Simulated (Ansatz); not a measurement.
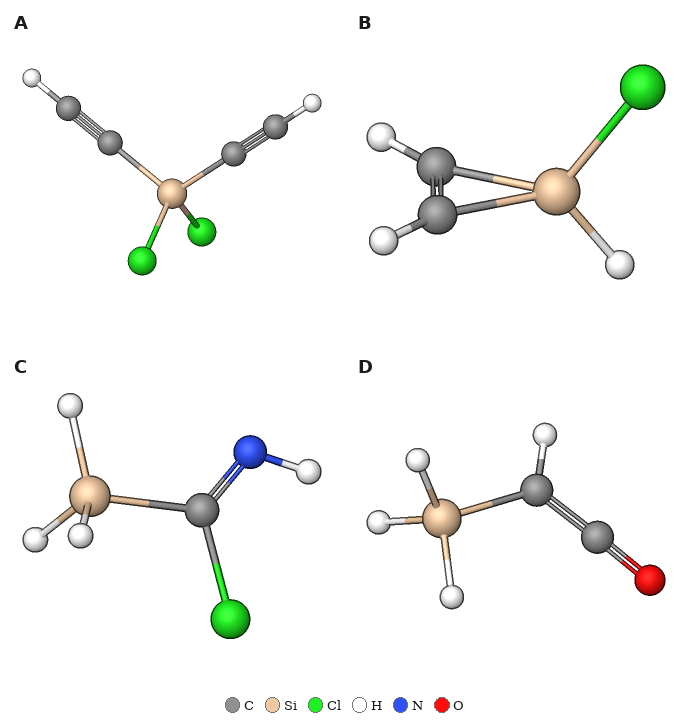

The picture comes from a calculation with Ansatz.

### Which panel belongs to which SMILES?
(1) C#C[Si](Cl)(Cl)C#C
(2) [H]/N=C(/[SiH3])Cl
(3) O=C=C[SiH3]
(4) Cl[SiH]1C=C1

A is (1), B is (4), C is (2), D is (3).
